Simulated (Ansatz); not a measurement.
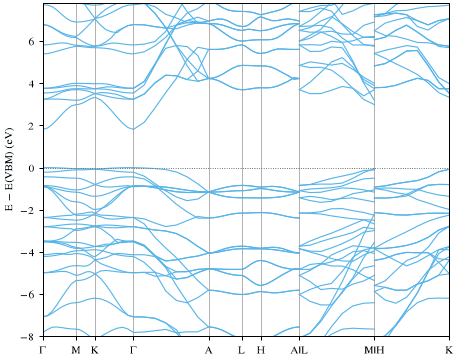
Figure: Band structure from PBE in the plane-wave PAW code Ansatz

Question: Read off the gap and where the band edges lie.

Answer: About 1.8 eV (1.81 eV by a search for the band edges); maximum at Γ, minimum at Γ.

Question: Pick the material that matches.
A. SiC, 4H polytype
B. ZnO, wurtzite
C. SiC, wurtzite
D. Ge3N4, P6_3/m (Ge on 6h, N on 2c, N on 6h)

Answer: D, Ge3N4, P6_3/m (Ge on 6h, N on 2c, N on 6h)

Symmetry was held in the PBE relaxation. Spin–orbit coupling is left out wherever it is not named.

Potentials: the earlier of the program's two PAW sets.
